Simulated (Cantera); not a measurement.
Charge: 1 mol Si, 0.17 mol CO2, a varied amount of N2, held at 1973 K and 11.0 mbar.

Method: chemical equilibrium by Gibbs-energy minimisation in Cantera with the NASA 1993 tables (ideal gas, pure condensed phases). Candidate condensed phases: C, Si, SiC, SiO2, Si2N2O, Si3N4; 34 gas species. Mutual solubility and eutectic melting of coexisting phases are not modelled. The tables' values for SiN are old estimates; treat these amounts as uncertain. The numbers say what is thermodynamically allowed, not how fast it happens.

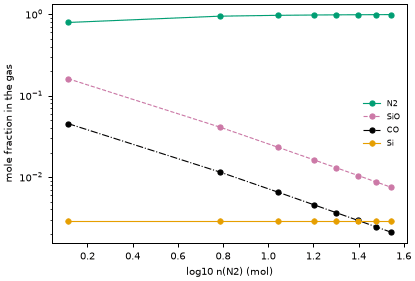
Equilibrium gas composition (values under 1e-9 drawn at 1e-9)

From 1.3 mol N2 to 35 mol N2 the condensed part is Si(l) + SiC(s). The main Si-bearing gas is SiO throughout. The share of Si in condensed phases is highest at 1.3 mol N2 (72.9 %) and lowest at 35 mol N2 (61.4 %).
